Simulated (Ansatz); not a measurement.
CH9NSi: nudged elastic band (part 2 of 2)

Continued. System: CH9NSi. Method: RKS B3LYP-D4/6-31G* (Ansatz 0.2.0). It belongs to a series of runs on one base structure; here: band between the two ends.

Geometry of the input (Å):
```
Si 0.2927  0.0800  -0.1582
H  0.6172  0.0651  1.2908
H  1.5973  0.2972  -0.8662
H  -0.5697  1.2267  -0.5406
H  -0.2225  -1.2230  -0.6490
N  -2.1580  -0.2684  1.2084
H  -2.8931  -0.5028  0.5440
C  -2.5111  0.9441  1.9532
H  -3.4604  0.8893  2.5086
H  -1.7109  1.1672  2.6651
H  -2.5707  1.7842  1.2550
H  -2.0787  -1.0620  1.8414
```

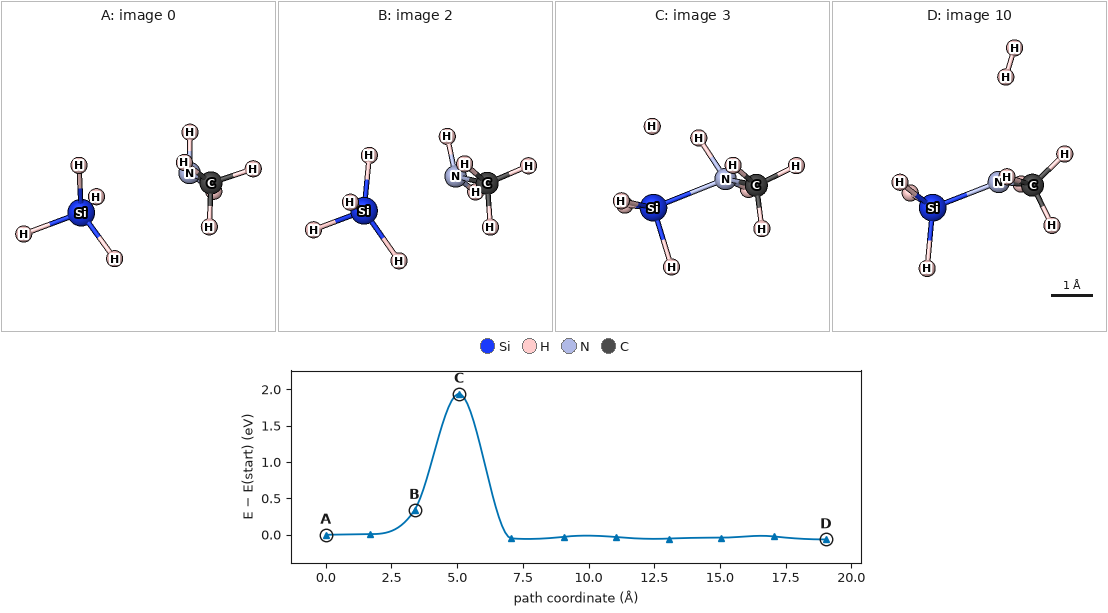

Fig. 1: Images of the last band (counted from 0; ball-and-stick, seen at a tilt) above the energy along the path; the line is a cubic interpolation that uses the forces. The highest image is number 3, 1.940 eV above the start and 2.004 eV above the end (the climbing image); the end lies 0.064 eV below the start. A further maximum stands at image 9, −0.023 eV from the start, so the path isn't one elementary step. The path is 19.04 Å long. The band converged in 36 iterations.

```
Total energy: -10549.30956890 eV, -387.6799760783 hartree
Atom 0 at    -0.290552     0.157266    -0.019521 Å, force     0.002288    -0.000234     0.000641 eV/Å
Atom 1 at     0.487381    -0.147335     1.785325 Å, force     0.000344     0.001108     0.000472 eV/Å
Atom 2 at     0.574801    -0.969919    -0.435943 Å, force    -0.000797    -0.000086    -0.000899 eV/Å
Atom 3 at     0.298507     1.510831     0.089807 Å, force     0.000302     0.000016    -0.000366 eV/Å
Atom 4 at    -1.241971     0.298246    -1.189901 Å, force     0.000041     0.000160    -0.000114 eV/Å
Atom 5 at    -1.651042    -0.237830     1.240727 Å, force    -0.007041     0.006115     0.002683 eV/Å
Atom 6 at    -2.133626    -1.119584     1.051321 Å, force     0.001992    -0.000673     0.000375 eV/Å
Atom 7 at    -2.591942     0.846862     1.581577 Å, force     0.006052    -0.006759    -0.001876 eV/Å
Atom 8 at    -3.297342     0.514080     2.347840 Å, force    -0.001134     0.000726     0.000743 eV/Å
Atom 9 at    -2.013877     1.686123     1.980356 Å, force    -0.000322     0.001036     0.000032 eV/Å
Atom 10 at    -3.146132     1.184956     0.700370 Å, force    -0.001060     0.000694    -0.000285 eV/Å
Atom 11 at    -0.662106    -0.326197     1.920444 Å, force    -0.000665    -0.002102    -0.001405 eV/Å
Dipole moment:    -0.746120    -0.044928     0.092564 e Å
this run last wrote the band of iteration 36 to [file]
```

### The last band as extended XYZ (Å, eV, eV/Å)
```
12
Properties=species:S:1:pos:R:3:forces:R:3 image=0 energy=-10551.24959
Si    0.2927    0.0800   -0.1582   -0.0028   0.0082   0.0127
H     0.6172    0.0651    1.2908    0.0030   0.0010  -0.0060
H     1.5973    0.2972   -0.8662    0.0014  -0.0002  -0.0024
H    -0.5697    1.2267   -0.5406    0.0027  -0.0064  -0.0023
H    -0.2225   -1.2230   -0.6490   -0.0025   0.0010   0.0026
N    -2.1580   -0.2684    1.2084   -0.0099   0.0096   0.0065
H    -2.8931   -0.5028    0.5440   -0.0012   0.0014  -0.0045
C    -2.5111    0.9441    1.9532    0.0036  -0.0258  -0.0128
H    -3.4604    0.8893    2.5086   -0.0093  -0.0044   0.0062
H    -1.7109    1.1672    2.6651    0.0189   0.0052   0.0150
H    -2.5707    1.7842    1.2550   -0.0026   0.0140  -0.0148
H    -2.0787   -1.0620    1.8414   -0.0012  -0.0034  -0.0001
12
Properties=species:S:1:pos:R:3:forces:R:3 image=1 energy=-10551.24070
Si    0.3425    0.0563   -0.1616    0.0000  -0.0001  -0.0005
H     0.7593   -0.6801    1.0580    0.0000   0.0002   0.0001
H     1.5891    0.2570   -0.9701    0.0002   0.0005   0.0001
H    -0.1753    1.4143    0.1376   -0.0003  -0.0001  -0.0001
H    -0.5781   -0.7334   -1.0173    0.0003  -0.0006   0.0000
N    -2.0590   -0.2851    1.3975    0.0001  -0.0001   0.0000
H    -2.7308   -0.8193    0.8499   -0.0003   0.0000  -0.0001
C    -2.6435    0.9930    1.8133   -0.0001   0.0002   0.0002
H    -3.5629    0.9108    2.4151    0.0000   0.0002   0.0000
H    -1.9027    1.5503    2.3954    0.0001  -0.0002   0.0001
H    -2.8702    1.5871    0.9223    0.0002   0.0002   0.0001
H    -1.8363   -0.8535    2.2123   -0.0004  -0.0002   0.0001
12
Properties=species:S:1:pos:R:3:forces:R:3 image=2 energy=-10550.90842
Si    0.1212    0.0562   -0.0592    0.1665  -0.0644  -0.0306
H     0.4879   -0.7868    1.1290    0.0245  -0.2001  -0.2900
H     1.2335   -0.3499   -0.9717    0.2869   0.2439  -0.2073
H     0.3222    1.4844    0.3143   -0.0278  -0.0105   0.0141
H    -1.0417   -0.0322   -0.9963    0.0483  -0.2361   0.0770
N    -1.7749   -0.1569    1.4092   -0.0386   0.0422   0.1033
H    -2.2524   -0.9780    1.0375   -0.0222   0.0453   0.0711
C    -2.7063    0.9302    1.6934   -0.0484   0.0372   0.0440
H    -3.5230    0.6469    2.3697   -0.0788   0.0793   0.0345
H    -2.1400    1.7513    2.1405   -0.0638   0.0647   0.0191
H    -3.1324    1.2876    0.7507   -0.0174  -0.0023   0.0087
H    -1.2620   -0.4552    2.2352   -0.2292   0.0008   0.1561
12
Properties=species:S:1:pos:R:3:forces:R:3 image=3 energy=-10549.30935
Si   -0.2906    0.1573   -0.0195    0.0023  -0.0002   0.0006
H     0.4874   -0.1473    1.7853    0.0003   0.0011   0.0005
H     0.5748   -0.9699   -0.4359   -0.0008  -0.0001  -0.0009
H     0.2985    1.5108    0.0898    0.0003   0.0000  -0.0004
H    -1.2420    0.2982   -1.1899    0.0000   0.0002  -0.0001
N    -1.6510   -0.2378    1.2407   -0.0070   0.0061   0.0027
H    -2.1336   -1.1196    1.0513    0.0020  -0.0007   0.0004
C    -2.5919    0.8469    1.5816    0.0061  -0.0068  -0.0019
H    -3.2973    0.5141    2.3478   -0.0011   0.0007   0.0007
H    -2.0139    1.6861    1.9804   -0.0003   0.0010   0.0000
H    -3.1461    1.1850    0.7004   -0.0011   0.0007  -0.0003
H    -0.6621   -0.3262    1.9204   -0.0007  -0.0021  -0.0014
12
Properties=species:S:1:pos:R:3:forces:R:3 image=4 energy=-10551.29933
Si   -0.6364    0.1485   -0.3856   -0.0087   0.0006  -0.0038
H     0.7818   -0.3312    3.0098    0.0116  -0.0053   0.0319
H     0.2129   -1.0636   -0.5269   -0.0080   0.0006  -0.0048
H     0.1879    1.3396   -0.0472   -0.0019  -0.0013  -0.0018
H    -1.2674    0.4210   -1.7156    0.0007   0.0058  -0.0098
N    -1.7356   -0.1395    0.9267   -0.0116   0.0068  -0.0120
H    -2.1274   -1.0724    0.9920    0.0024   0.0007  -0.0012
C    -2.6377    0.8905    1.4352    0.0106  -0.0111  -0.0080
H    -3.0265    0.6036    2.4190    0.0051   0.0031   0.0037
H    -2.0813    1.8255    1.5657   -0.0027   0.0045  -0.0067
H    -3.4960    1.1002    0.7773   -0.0074  -0.0032   0.0030
H     0.1577   -0.3247    2.6019    0.0099  -0.0012   0.0094
12
Properties=species:S:1:pos:R:3:forces:R:3 image=5 energy=-10551.27769
Si   -0.6719    0.2214   -0.5820   -0.0019  -0.0084   0.0007
H     0.1646   -1.0487    3.4631    0.0015   0.0008   0.0036
H     0.6204   -0.5114   -0.4862   -0.0063  -0.0253  -0.0111
H    -0.4214    1.6807   -0.7142    0.0158   0.0039   0.0200
H    -1.3322   -0.2488   -1.8397   -0.0141   0.0214  -0.0093
N    -1.5912    0.0067    0.8723    0.0257   0.0274  -0.0065
H    -1.8828   -0.9352    1.1076    0.0058  -0.0011   0.0129
C    -2.4460    1.0293    1.4678   -0.0122  -0.0206   0.0027
H    -2.5398    0.8625    2.5478   -0.0065   0.0089  -0.0013
H    -1.9852    2.0124    1.3292   -0.0077  -0.0007  -0.0137
H    -3.4597    1.0709    1.0398   -0.0052  -0.0103  -0.0031
H    -0.1225   -0.7425    2.8470    0.0052   0.0041   0.0051
12
Properties=species:S:1:pos:R:3:forces:R:3 image=6 energy=-10551.28119
Si   -0.6130    0.3025   -0.5373    0.0005  -0.0065  -0.0035
H    -0.0513   -1.2004    3.2942   -0.0017  -0.0019   0.0002
H     0.7697    0.3608    0.0159    0.0042   0.0187   0.0070
H    -0.8239    1.5894   -1.2668   -0.0154  -0.0030  -0.0142
H    -0.7027   -0.8273   -1.5002    0.0120  -0.0166   0.0072
N    -1.8031    0.0111    0.6849   -0.0051   0.0159   0.0132
H    -2.4380   -0.7640    0.5442   -0.0052   0.0002  -0.0176
C    -2.3128    1.0247    1.5999    0.0007  -0.0032   0.0011
H    -2.5273    0.5973    2.5875    0.0021  -0.0045   0.0006
H    -1.5566    1.8037    1.7454    0.0087  -0.0053   0.0067
H    -3.2260    1.5171    1.2321    0.0039   0.0094   0.0053
H    -0.3829   -1.0175    2.6525   -0.0046  -0.0032  -0.0061
12
Properties=species:S:1:pos:R:3:forces:R:3 image=7 energy=-10551.30197
Si   -0.5457    0.4657   -0.5150    0.0044   0.0038  -0.0272
H    -0.6686   -2.1287    2.9637   -0.0009  -0.0086   0.0065
H     0.5835    1.2806    0.0111   -0.0008   0.0048  -0.0035
H    -1.0935    1.2091   -1.6935   -0.0036   0.0028  -0.0004
H    -0.0636   -0.8537   -1.0031   -0.0027  -0.0008  -0.0032
N    -1.6533    0.1553    0.7760    0.0322  -0.0085   0.0504
H    -2.2127   -0.6874    0.7273   -0.0146   0.0090  -0.0112
C    -2.2122    1.1760    1.6540   -0.0273   0.0084  -0.0244
H    -2.2786    0.8134    2.6881   -0.0204  -0.0029  -0.0123
H    -1.5572    2.0540    1.6595    0.0269  -0.0218   0.0084
H    -3.2108    1.5164    1.3416   -0.0037   0.0038   0.0094
H    -0.7554   -1.6031    2.4428    0.0106   0.0099   0.0074
12
Properties=species:S:1:pos:R:3:forces:R:3 image=8 energy=-10551.28943
Si   -0.4494    0.4145   -0.4122    0.0032   0.0016  -0.0006
H    -0.5564   -1.8054    2.9880   -0.0008  -0.0006   0.0003
H     0.8371    0.2524    0.3358   -0.0002  -0.0012  -0.0010
H    -0.4278    1.7862   -0.9916   -0.0005  -0.0004   0.0002
H    -0.4801   -0.6119   -1.4881   -0.0002   0.0010  -0.0001
N    -1.8984    0.2213    0.5124   -0.0043  -0.0016  -0.0018
H    -2.3010   -0.7052    0.5779    0.0015  -0.0007   0.0011
C    -2.3194    1.1216    1.5781    0.0014   0.0011   0.0023
H    -1.8919    0.8739    2.5622   -0.0008   0.0003   0.0003
H    -2.0128    2.1444    1.3317   -0.0004   0.0005  -0.0004
H    -3.4121    1.1252    1.6735    0.0002   0.0000  -0.0010
H    -0.7555   -1.4194    2.3846    0.0010   0.0001   0.0006
12
Properties=species:S:1:pos:R:3:forces:R:3 image=9 energy=-10551.27232
Si   -0.4546    0.4234   -0.4330   -0.0059  -0.0091   0.0124
H    -0.4213   -2.0451    3.1432    0.0054   0.0014   0.0053
H     0.7654   -0.4059   -0.2318   -0.0054  -0.0181  -0.0179
H    -0.1044    1.8683   -0.4063    0.0113  -0.0019   0.0151
H    -0.9623    0.1009   -1.8036   -0.0137   0.0228  -0.0066
N    -1.5629    0.1591    0.8721    0.0182   0.0171  -0.0187
H    -1.8913   -0.7875    1.0245    0.0026   0.0010   0.0151
C    -2.4621    1.1673    1.4229   -0.0026  -0.0169   0.0034
H    -2.5866    1.0226    2.5036   -0.0185   0.0037  -0.0008
H    -2.0268    2.1605    1.2751    0.0002  -0.0024  -0.0026
H    -3.4617    1.1690    0.9620    0.0000  -0.0004  -0.0159
H    -0.4993   -1.4352    2.7236    0.0082   0.0027   0.0111
12
Properties=species:S:1:pos:R:3:forces:R:3 image=10 energy=-10551.31349
Si   -0.4567    0.3887   -0.4958    0.0005   0.0120  -0.0055
H    -0.3632   -1.2323    3.5888    0.0002   0.0018  -0.0064
H     0.3000   -0.8459   -0.8337   -0.0030   0.0032   0.0002
H     0.4527    1.4431    0.0292   -0.0016  -0.0053   0.0003
H    -1.0457    0.9245   -1.7649    0.0027  -0.0068   0.0057
N    -1.5889   -0.0287    0.7512   -0.0007  -0.0082  -0.0049
H    -2.0265   -0.9406    0.6770    0.0026   0.0038   0.0039
C    -2.4442    0.9574    1.4049    0.0027  -0.0007  -0.0021
H    -2.7789    0.5873    2.3810   -0.0016  -0.0026   0.0041
H    -1.8681    1.8716    1.5856    0.0026   0.0043   0.0008
H    -3.3345    1.2340    0.8189   -0.0030   0.0008  -0.0027
H    -0.5139   -0.9617    2.9103   -0.0013  -0.0023   0.0067
```

### Key numbers

- outcome: converged
- barrier, forward: 1.940 eV
- barrier, backward: 2.004 eV
- hardware: 1 thread of Arm Neoverse V2, 24 GiB of memory available, shared host
- wall time: 12 min
- peak memory: 0.14 GiB

The order of the saddle point was not checked.
